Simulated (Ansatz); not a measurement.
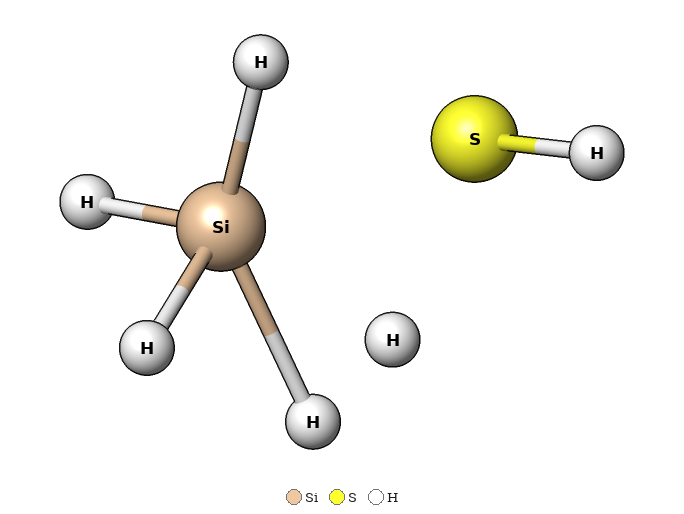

Sticks follow a distance rule. Harmonic vibrations computed with RKS PBE0-D4/def2-TZVP (Ansatz 0.2.0) at a stationary point of the same level.

**Minimum or transition state?**

A first-order saddle point: one imaginary frequency, 1287i cm⁻¹.

**List the wavenumbers.**

18 modes: 1287i, 186, 321, 368, 539, 706, 755, 877, 906, 1013, 1095, 1183, 1483, 1859, 2135, 2185, 2277, 2712 cm⁻¹.
